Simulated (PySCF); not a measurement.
**CF3O3S, charge −1, SMILES `[O-]S(=O)(=O)C(F)(F)F`: what the electrons do**

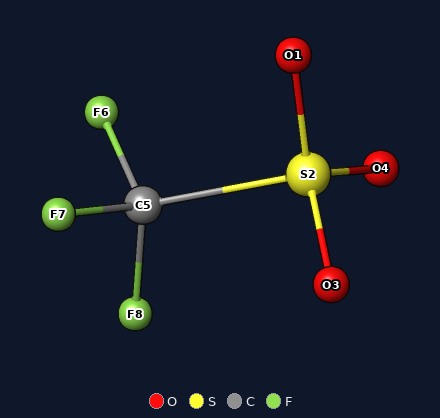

The molecule, with its atoms numbered as below. No frequency check shows the geometry to be a minimum.

Geometry (Å), atoms numbered from 1:

```
O1      -1.2431    0.7907   -1.1703
S2      -0.9365    0.0003   -0.0004
O3      -1.2391   -1.4121   -0.0990
O4      -1.2432    0.6186    1.2699
C5       0.9419    0.0008   -0.0006
F6       1.4493    1.2406    0.0866
F7       1.4496   -0.5448   -1.1169
F8       1.4495   -0.6943    1.0310
```

Part 1: Bonding charge

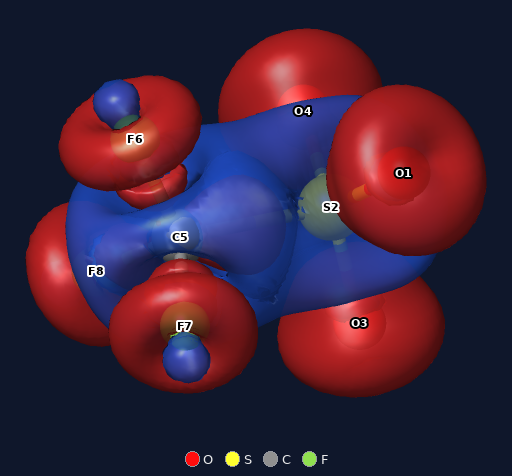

Deformation density (molecule less spherical, spin-averaged free atoms at the same positions), surfaces at ±0.05 e/Å³; red: gain, blue: loss.

Level of theory: PBE/def2-SVPD (PySCF), at a geometry from GFN2-xTB.

**Describe the bonding that the map shows.**

S2–C5: +0.37 e/Å³ at the bond critical point (bond length 1.88 Å). O1–S2, S2–O4 and S2–O3: +0.11 e/Å³ at the bond critical point (bond length 1.45 Å); up to 0.6 Å beside the axis the gain reaches +0.41 e/Å³. C5–F7, C5–F6 and C5–F8: +0.10 e/Å³ at the bond critical point (bond length 1.34 Å); up to 0.6 Å beside the axis the gain reaches +0.29 e/Å³. In all, 2.5 electrons gather in the regions of gain relative to the promolecule of neutral atoms (this includes the anion's extra charge). A small or negative value marks a very polar bond, one between electron-rich atoms, whose free-atom densities already overlap strongly, a long bond to a heavier atom, or a closed-shell contact such as a hydrogen bond.

**Where do the Hirshfeld charges lie?**

The highest Hirshfeld charge is on S2 (+0.35 e), the lowest on O1, O3 and O4 (−0.39 e).

Part 2: Bond critical points

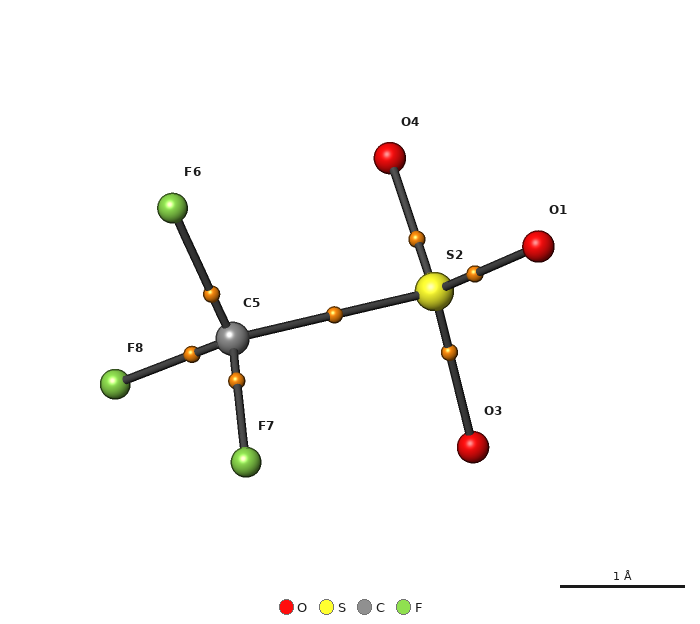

Molecular graph of the electron density (QTAIM): bond paths, bond critical points (orange), ring points (yellow, if any); weak paths are dashed.

**How many critical points of each kind are there, and does the count close?**

8 nuclei, 7 bond, 0 ring and 0 cage critical points: 8 − 7 + 0 − 0 = 1, as the Poincaré–Hopf relation requires.

**What does the calculation give at each kind of bond critical point?**

| bond | length (Å) | ρ (a.u.) | ∇²ρ (a.u.) | ε | H (a.u.) |
| --- | --- | --- | --- | --- | --- |
| O1–S2 (3 alike) | 1.445 | 0.283 | +1.52 | 0.05 | −0.284 |
| C5–F7 (3 alike) | 1.342 | 0.271 | −0.18 | 0.19 | −0.395 |
| S2–C5 | 1.878 | 0.186 | −0.38 | 0.00 | −0.144 |

**What kind of interaction is C5–F7?**

Shared-shell (covalent): ρ = 0.271, ∇²ρ = −0.18, H = −0.395 a.u. Its ellipticity of 0.19 shows that the density isn't cylindrical about the bond.

Part 3: Electrostatic potential

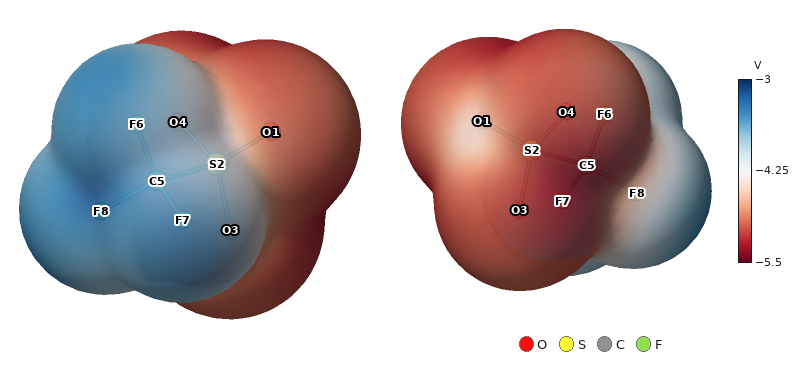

Electrostatic potential on the surface of electron density 0.001 a.u. (back view left, front view right).

**Where are the extremes of the potential on the surface?**

Highest: −3.28 V, over the middle of C5, F6, F7 and F8, about 1.8 Å from them. Further maxima include −4.39 V, off the S2–O4 bond (2.1 to 2.2 Å from its atoms). Lowest: −5.25 V, about equally far (2.0 Å) from O1 and O3, over S2 (2.4 Å), and at like points elsewhere. The surface is sampled at points, so like sites can differ by a few per cent and only the strongest of them is named.

Part 4: In an electric field

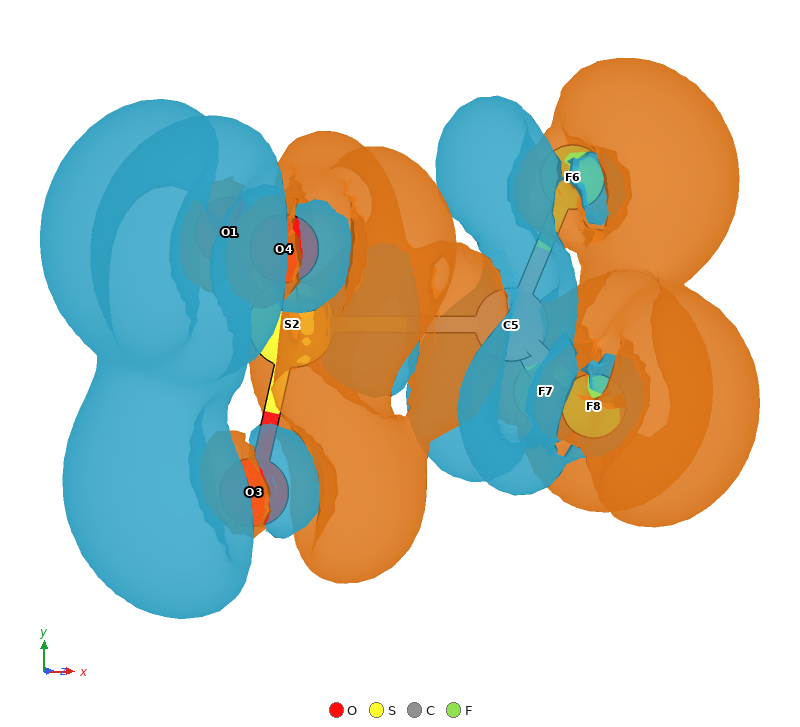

Change of the electron density in a uniform field of 0.10 V/Å, surfaces at ±0.0004 e/Å³ (light blue: gain, orange: loss).

Level of theory: CAM-B3LYP/def2-SVPD (PySCF), at a geometry from GFN2-xTB.

**Along which Cartesian direction does the field point?**

Along +x: electrons gather on the −x side, against the field.

**How large is the response?**

The induced dipole is 0.27 D (along the field); α along this axis, from the fields in both directions, is 53 bohr³ (7.9 Å³).

**Which atoms gain and lose the most charge?**

Electrons gather most on O1, O3 and O4 alike (Hirshfeld charge changes by −0.003 e) and leave F6, F7 and F8 alike most (+0.003 e); 0.026 electrons are displaced in all.

Part 5: Localised orbitals

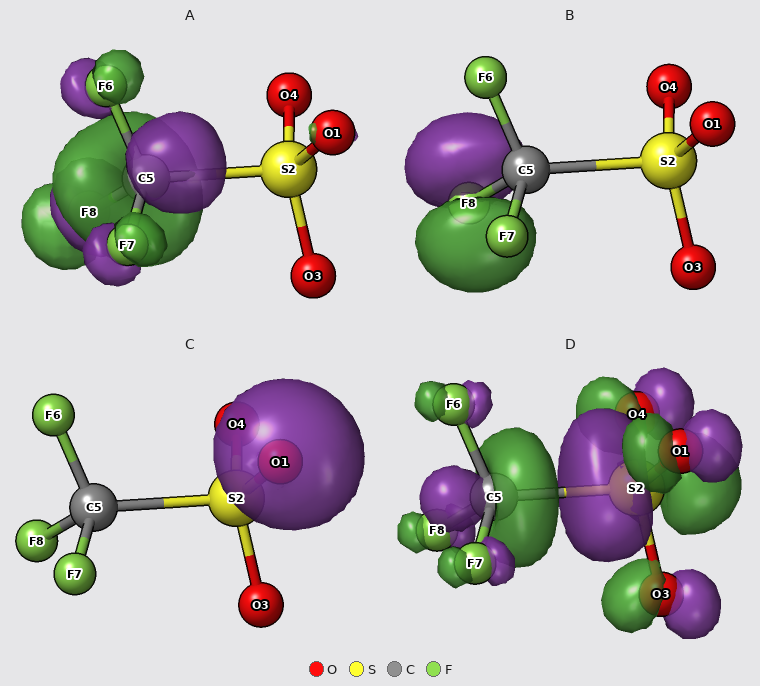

Intrinsic bond orbitals (IBO), occupied and valence-virtual; each surface holds about 85 % of the orbital's density. Energies are diagonal elements of the Fock matrix.

Level of theory: M06-2X/def2-SVPD (PySCF), at a geometry from GFN2-xTB.

**Name the orbitals, with their atomic make-up and energies.**

By panel:
- A: σ* orbital C5–F8, mostly on C5 (C5 66 %, F8 29 %; 11.9 eV)
- B: lone pair on F8 (p-type) (F8 97 %; −11.6 eV)
- C: lone pair on O1 (sp0.4-type) (O1 99 %; −14.9 eV)
- D: antibonding multicentre orbital mainly over S2, C5, O1 and O4 (S2 46 %, C5 32 %, O1 6 %; 9.2 eV)

**Which has the smallest and which the largest spatial spread?**

Smallest: C (0.70 Å); largest: D (1.36 Å).

**How do all the valence pairs divide up?**

25 pairs: 18 lone pairs and 7 σ bonds.

The PySCF runs shown took 18 s, 33 s and 23 s on 1 thread of Intel(R) Xeon(R) 6975P-C (Granite Rapids), on a shared host.
